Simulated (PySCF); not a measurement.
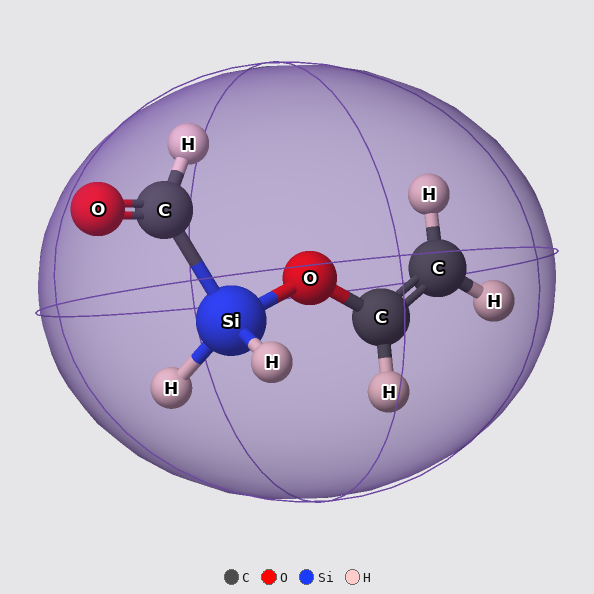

The ellipsoid shows the static dipole polarisability: its half-axes are proportional to the principal values. Computed geometry: GFN2-xTB optimisation. No frequency run is at hand to confirm it as a minimum. Level of theory: CAM-B3LYP/def2-SVPD (PySCF 2.14.0).

Give the principal values, the mean and the anisotropy.

Principal values 51.2, 66.8, 92.2 bohr³; mean 70.1 bohr³ (10.39 Å³); anisotropy 35.9 bohr³, so the longest axis is 1.80 times the shortest.

The geometry is semi-empirical. Around Si such bond lengths and angles can be off by a tenth of an ångström or more and by several degrees, and values that hang on the shape move with them.
